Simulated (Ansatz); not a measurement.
# Run report: Si2H7ClO, molecular dynamics (part 2 of 2)

Continued. System: Si2H7ClO. Method: RKS PBE0-D4/def2-SVP (Ansatz 0.2.0). 

Geometry of the input (Å):
```
Si -0.7681  0.9295  -0.4626
H  0.2906  2.0752  -1.1816
O  -0.4884  -0.6506  -0.4097
Si 0.3310  -1.7961  0.4746
H  -1.4659  1.0785  -1.7659
H  -1.5175  1.6460  0.5789
H  0.7616  1.9202  -0.4373
Cl 1.2364  1.2588  1.0934
H  0.1254  -1.5944  1.9262
H  1.7669  -1.7795  0.1215
H  -0.2721  -3.0874  0.0624
```

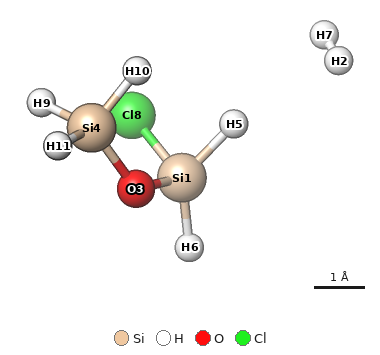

Fig. 1: The geometry at step 76 of the log (ball-and-stick view, seen at a tilt; atoms are numbered from 1 in the order of the input).

The program's output, continued:
```
md step    62: t =    31.00 fs  T =  2369.0 K  F+E_penalty+E_count = -30417.36422643 eV  E_kin = 2.756006 eV  conserved = -30414.60822014 eV  (28 SCF iters, 3 dispersion substeps)
md step    63: t =    31.50 fs  T =  2334.8 K  F+E_penalty+E_count = -30417.32414358 eV  E_kin = 2.716183 eV  conserved = -30414.60796018 eV  (28 SCF iters, 3 dispersion substeps)
md step    64: t =    32.00 fs  T =  2290.1 K  F+E_penalty+E_count = -30417.27177649 eV  E_kin = 2.664129 eV  conserved = -30414.60764700 eV  (28 SCF iters, 3 dispersion substeps)
md step    65: t =    32.50 fs  T =  2239.1 K  F+E_penalty+E_count = -30417.21219598 eV  E_kin = 2.604865 eV  conserved = -30414.60733135 eV  (29 SCF iters, 3 dispersion substeps)
md step    66: t =    33.00 fs  T =  2186.3 K  F+E_penalty+E_count = -30417.15047114 eV  E_kin = 2.543404 eV  conserved = -30414.60706756 eV  (29 SCF iters, 3 dispersion substeps)
md step    67: t =    33.50 fs  T =  2135.1 K  F+E_penalty+E_count = -30417.09081184 eV  E_kin = 2.483896 eV  conserved = -30414.60691581 eV  (28 SCF iters, 3 dispersion substeps)
md step    68: t =    34.00 fs  T =  2087.7 K  F+E_penalty+E_count = -30417.03566665 eV  E_kin = 2.428756 eV  conserved = -30414.60691038 eV  (28 SCF iters, 3 dispersion substeps)
md step    69: t =    34.50 fs  T =  2044.2 K  F+E_penalty+E_count = -30416.98516301 eV  E_kin = 2.378126 eV  conserved = -30414.60703724 eV  (28 SCF iters, 3 dispersion substeps)
md step    70: t =    35.00 fs  T =  2002.9 K  F+E_penalty+E_count = -30416.93733460 eV  E_kin = 2.330111 eV  conserved = -30414.60722383 eV  (28 SCF iters, 3 dispersion substeps)
md step    71: t =    35.50 fs  T =  1961.5 K  F+E_penalty+E_count = -30416.88926271 eV  E_kin = 2.281892 eV  conserved = -30414.60737048 eV  (28 SCF iters, 3 dispersion substeps)
md step    72: t =    36.00 fs  T =  1917.9 K  F+E_penalty+E_count = -30416.83859247 eV  E_kin = 2.231183 eV  conserved = -30414.60740907 eV  (28 SCF iters, 3 dispersion substeps)
md step    73: t =    36.50 fs  T =  1871.6 K  F+E_penalty+E_count = -30416.78459458 eV  E_kin = 2.177264 eV  conserved = -30414.60733008 eV  (28 SCF iters, 3 dispersion substeps)
md step    74: t =    37.00 fs  T =  1823.4 K  F+E_penalty+E_count = -30416.72835031 eV  E_kin = 2.121176 eV  conserved = -30414.60717425 eV  (28 SCF iters, 3 dispersion substeps)
md step    75: t =    37.50 fs  T =  1775.2 K  F+E_penalty+E_count = -30416.67215052 eV  E_kin = 2.065145 eV  conserved = -30414.60700540 eV  (28 SCF iters, 3 dispersion substeps)
md step    76: t =    38.00 fs  T =  1729.2 K  F+E_penalty+E_count = -30416.61851847 eV  E_kin = 2.011637 eV  conserved = -30414.60688168 eV  (27 SCF iters, 3 dispersion substeps)
md step    77: t =    38.50 fs  T =  1687.0 K  F+E_penalty+E_count = -30416.56937984 eV  E_kin = 1.962563 eV  conserved = -30414.60681709 eV  (27 SCF iters, 3 dispersion substeps)
md step    78: t =    39.00 fs  T =  1649.6 K  F+E_penalty+E_count = -30416.52583743 eV  E_kin = 1.919056 eV  conserved = -30414.60678125 eV  (27 SCF iters, 3 dispersion substeps)
md step    79: t =    39.50 fs  T =  1617.6 K  F+E_penalty+E_count = -30416.48858323 eV  E_kin = 1.881857 eV  conserved = -30414.60672600 eV  (25 SCF iters, 3 dispersion substeps)
these checks for a lower state are left out or cut short: starts, cluster_reference, orbital_swaps, neighbouring_geometries, increment
1033 factors; integrals over basis functions are off by at most 6.3e-4 eV
mean field -30416.24648742 eV, -1117.7764415403 hartree, gradient 8.5e-6 eV, S^2 0.000000; 0 other end points of the search recorded, 0 dependent functions left out
the calculation of the forces begins
reference -30416.24651834 eV, -1117.7764426766 hartree; 30, 30 occupied and 73, 73 virtual orbitals, 1033 factors
1033 factors; integrals over basis functions are off by at most 6.3e-4 eV
mean field -30416.24648742 eV, -1117.7764415403 hartree, gradient 8.5e-6 eV, S^2 0.000000; 1 other end points of the search recorded, 0 dependent functions left out
the calculation of the forces begins
reference -30416.24651834 eV, -1117.7764426766 hartree; 30, 30 occupied and 73, 73 virtual orbitals, 1033 factors
md step    80: t =    40.00 fs  T =  1592.0 K  F+E_penalty+E_count = -30416.45864073 eV  E_kin = 1.852034 eV  conserved = -30414.60660709 eV  (24 SCF iters, 3 dispersion substeps)
Total energy: -30416.45867166 eV, -1117.7842391672 hartree
Atom 0 at    -0.478859     0.918998    -0.227388 Å, force    -3.348308    -1.471849    -2.605100 eV/Å
Atom 1 at     1.902348     2.865168    -3.144066 Å, force    -0.030807    -0.018020    -0.017675 eV/Å
Atom 2 at    -0.808478    -0.678210     0.019376 Å, force    -0.077870    -1.432426    -0.092474 eV/Å
Atom 3 at     0.405223    -1.813246     0.326140 Å, force    -0.029701    -0.762826     0.530931 eV/Å
Atom 4 at     0.494220     1.041551    -1.319451 Å, force    -0.933957     0.350521    -1.502969 eV/Å
Atom 5 at    -1.858055     1.515888    -0.013927 Å, force     0.799803     0.359140    -0.368579 eV/Å
Atom 6 at     2.489508     3.148333    -2.753967 Å, force     0.027578     0.013884     0.025849 eV/Å
Atom 7 at     0.925653     1.239166     0.980362 Å, force     3.873900     2.071360     4.678390 eV/Å
Atom 8 at     1.138340    -1.452756     1.598351 Å, force    -0.480842    -0.396374    -0.058437 eV/Å
Atom 9 at     1.483812    -1.649814    -0.669212 Å, force     0.082462    -0.117385    -0.519956 eV/Å
Atom 10 at    -0.079213    -3.311781     0.355815 Å, force     0.117741     1.403976    -0.069981 eV/Å
Dipole moment:    -0.071197     0.138599    -0.103115 e Å
```

Trajectory as extended XYZ (Å, eV, eV/Å), 9 of the 81 frames kept, from step=0 to step=80:
```
11
Properties=species:S:1:pos:R:3:forces:R:3 step=0 time_fs=0.0 energy=-30415.77119 temperature=1000.0
Si   -0.7681    0.9295   -0.4626   -0.2347   0.7513  -0.0715
H     0.2906    2.0752   -1.1816   -0.0723   0.0620  -0.1741
O    -0.4884   -0.6506   -0.4097   -0.1372  -0.3280  -0.3083
Si    0.3310   -1.7961    0.4746    0.2989  -0.4045   0.3061
H    -1.4659    1.0785   -1.7659   -0.0811   0.0287  -0.1219
H    -1.5175    1.6460    0.5789   -0.1171   0.0852   0.0944
H     0.7616    1.9202   -0.4373    0.2149  -0.0167   0.1822
Cl    1.2364    1.2588    1.0934    0.0358  -0.0321   0.0016
H     0.1254   -1.5944    1.9262   -0.0187   0.0081   0.1539
H     1.7669   -1.7795    0.1215    0.1499  -0.0212  -0.0374
H    -0.2721   -3.0874    0.0624   -0.0384  -0.1328  -0.0250
11
Properties=species:S:1:pos:R:3:forces:R:3 step=10 time_fs=5.0 energy=-30415.49436 temperature=763.1
Si   -0.7304    0.9494   -0.4621   -0.1125  -0.1905  -0.6191
H     0.4419    2.0851   -1.3365   -0.0931  -0.0710   0.1693
O    -0.5616   -0.6526   -0.3667    0.6117  -0.7165   0.2746
Si    0.3532   -1.8005    0.4622    1.1080   0.5466   0.5010
H    -1.4584    0.8978   -1.8460    0.5638   0.7686   0.9188
H    -1.3987    1.6217    0.6424   -0.5504   0.5483  -0.1183
H     0.8649    1.9378   -0.5876   -0.1626   0.0790  -0.3179
Cl    1.2030    1.2535    1.0933   -0.0261  -0.1082  -0.2475
H     0.4065   -1.6511    1.9525   -0.4161   0.0406  -0.1632
H     1.8295   -1.8587    0.1032   -0.5823   0.1347  -0.2844
H    -0.3309   -2.9902    0.0319   -0.3403  -1.0318  -0.1131
11
Properties=species:S:1:pos:R:3:forces:R:3 step=20 time_fs=10.0 energy=-30415.48357 temperature=754.2
Si   -0.6934    0.9680   -0.4636    0.3387  -0.7261   2.7961
H     0.5667    2.0882   -1.4796   -0.2489   0.2036  -0.6251
O    -0.6260   -0.6645   -0.3201    0.9779  -0.3605   0.4986
Si    0.3823   -1.8023    0.4533   -1.1351  -1.1093  -0.0227
H    -1.3415    0.8896   -1.7652   -0.0055   0.9719  -0.7852
H    -1.3938    1.7074    0.6592   -0.1796   0.0674  -1.0152
H     0.9451    1.9728   -0.7951    0.1584   0.1063   0.0438
Cl    1.1692    1.2475    1.0913   -0.3133  -0.2457  -0.6027
H     0.5907   -1.6977    1.9455   -0.6086   0.0634  -0.3089
H     1.7869   -1.9077    0.0139    0.1361   0.2043  -0.6215
H    -0.4314   -3.0744   -0.0044    0.8799   0.8246   0.6429
11
Properties=species:S:1:pos:R:3:forces:R:3 step=30 time_fs=15.0 energy=-30416.13930 temperature=1316.5
Si   -0.6538    0.9801   -0.4446    0.3603  -1.4332   2.0023
H     0.6572    2.1266   -1.7150    0.3327   0.1001   0.2228
O    -0.6764   -0.6809   -0.2665    0.8224   0.6315   0.2782
Si    0.4039   -1.8117    0.4439   -0.6015   0.0181  -0.8715
H    -1.2020    1.0978   -1.8196    0.4025   0.2954  -0.1751
H    -1.4447    1.8233    0.4740   -0.3366   0.1359  -0.1708
H     1.0419    2.0393   -1.0308    0.0018   0.2919  -0.5937
Cl    1.1333    1.2399    1.0852   -0.7001  -0.1183  -1.1573
H     0.6432   -1.7266    1.8868   -0.1911   0.1986   0.4343
H     1.7498   -1.9070   -0.2063   -0.1679   0.2827  -0.1335
H    -0.3637   -3.0247    0.0874    0.0773  -0.4028   0.1643
11
Properties=species:S:1:pos:R:3:forces:R:3 step=40 time_fs=20.0 energy=-30416.41980 temperature=1558.3
Si   -0.6116    0.9813   -0.4084   -0.4477  -0.5499   0.5150
H     0.7860    2.1992   -1.9720    0.1216   0.1884  -0.3309
O    -0.7145   -0.6888   -0.2087    0.5707   0.9483   0.0324
Si    0.4205   -1.8206    0.4280   -0.1935   0.7337  -0.7192
H    -0.9749    1.3631   -1.9096    0.7438  -0.8785   1.2411
H    -1.5619    1.9543    0.2340    0.0886  -0.4892   0.3001
H     1.1818    2.1666   -1.3350    0.6624   0.2837   0.1932
Cl    1.0928    1.2317    1.0713   -0.8885   0.1844  -1.5269
H     0.6471   -1.7103    1.8978    0.1499   0.2217  -0.1511
H     1.6751   -1.8428   -0.4527   -0.4687   0.1880   0.5984
H    -0.2780   -3.0709    0.2204   -0.3385  -0.8306  -0.1521
11
Properties=species:S:1:pos:R:3:forces:R:3 step=50 time_fs=25.0 energy=-30416.83462 temperature=1915.0
Si   -0.5729    0.9771   -0.3660   -0.7437  -0.4584   1.6120
H     0.9789    2.3160   -2.2542    0.2679   0.1863  -0.1534
O    -0.7439   -0.6833   -0.1502    0.3946   0.4825  -0.0712
Si    0.4335   -1.8251    0.4064   -2.1987  -0.6783  -0.0134
H    -0.5802    1.4462   -1.7601    0.5470  -0.6903  -0.2782
H    -1.6621    1.9738    0.0646    0.3750  -0.9213   0.5003
H     1.4345    2.3604   -1.6539    0.4198   0.2267  -0.0246
Cl    1.0465    1.2247    1.0473   -0.4688   0.5591  -1.1281
H     0.6829   -1.6449    1.8811    0.2911   0.0745  -0.4619
H     1.5187   -1.7367   -0.5834    0.5437  -0.0500   0.1353
H    -0.2441   -3.2562    0.3216    0.5720   1.2691  -0.1168
11
Properties=species:S:1:pos:R:3:forces:R:3 step=60 time_fs=30.0 energy=-30417.39156 temperature=2392.4
Si   -0.5400    0.9680   -0.3116    0.1020  -1.3287  -0.0491
H     1.2448    2.4741   -2.5501    0.5292   0.2109   0.3169
O    -0.7674   -0.6711   -0.0927    0.1572  -0.4010  -0.0685
Si    0.4299   -1.8331    0.3834   -1.2119   1.1776  -0.6430
H    -0.0540    1.3709   -1.6472   -0.1216  -0.3024  -0.0595
H    -1.6971    1.8043    0.0058   -0.4189   0.0464   0.3271
H     1.7729    2.6086   -1.9984   -0.2385  -0.0009  -0.4447
Cl    0.9974    1.2215    1.0165    0.6707   0.9754   0.4379
H     0.7889   -1.5584    1.7799    0.3973   0.0291   0.2646
H     1.4635   -1.6413   -0.6672    0.3884  -0.2630   0.2121
H    -0.1089   -3.2091    0.3906   -0.2539  -0.1433  -0.2939
11
Properties=species:S:1:pos:R:3:forces:R:3 step=70 time_fs=35.0 energy=-30416.93733 temperature=2002.9
Si   -0.5070    0.9484   -0.2580   -0.3593  -1.0763  -2.9211
H     1.5712    2.6658   -2.8407   -0.2352  -0.0721  -0.2494
O    -0.7883   -0.6650   -0.0362    0.0561  -1.3525  -0.0587
Si    0.4166   -1.8308    0.3559    0.4356   2.1462  -0.2986
H     0.4123    1.2230   -1.5482   -1.8273  -0.1692   0.7969
H    -1.7988    1.6255    0.0170    0.1878   0.2901  -0.2156
H     2.1238    2.8743   -2.3780    0.3048   0.1318   0.2159
Cl    0.9533    1.2251    0.9890    2.4432   1.5384   2.7929
H     0.9754   -1.4726    1.7078   -0.1123  -0.2990  -0.2338
H     1.4927   -1.6069   -0.6998   -0.2579  -0.3543   0.3671
H    -0.0301   -3.1999    0.3969   -0.6355  -0.7830  -0.1956
11
Properties=species:S:1:pos:R:3:forces:R:3 step=80 time_fs=40.0 energy=-30416.45864 temperature=1592.0
Si   -0.4789    0.9190   -0.2274   -3.3483  -1.4718  -2.6051
H     1.9023    2.8652   -3.1441   -0.0308  -0.0180  -0.0177
O    -0.8085   -0.6782    0.0194   -0.0779  -1.4324  -0.0925
Si    0.4052   -1.8132    0.3261   -0.0297  -0.7628   0.5309
H     0.4942    1.0416   -1.3195   -0.9340   0.3505  -1.5030
H    -1.8581    1.5159   -0.0139    0.7998   0.3591  -0.3686
H     2.4895    3.1483   -2.7540    0.0276   0.0139   0.0258
Cl    0.9257    1.2392    0.9804    3.8739   2.0714   4.6784
H     1.1383   -1.4528    1.5984   -0.4808  -0.3964  -0.0584
H     1.4838   -1.6498   -0.6692    0.0825  -0.1174  -0.5200
H    -0.0792   -3.3118    0.3558    0.1177   1.4040  -0.0700
```

Summary:

| quantity | value |
| --- | --- |
| outcome | finished |
| mean temperature over the second half | 1968 K |
| trajectory | 80 steps, 40 fs |
| ensemble | nve |
| temperature in the input | 1000 K |
| time step | 0.5 fs |
| potential energy (last step) | −30416.4587 eV |
| mean-field energy (last step) | −30416.2465 eV |
| dispersion energy (last step) | −0.2122 eV |
| SCF solution under orbital rotations (last step) | stable |
| largest force (length of the vector) (last step) | 6.418 eV/Å |
| dipole moment (last step) | 0.90 D |
| hardware | 4 threads of AMD EPYC, 180 GiB of memory available, shared host |
| wall time | 3 min (CPU time 10 min) |
| peak memory | 0.56 GiB |

Notes:

So short a trajectory is not equilibrated.
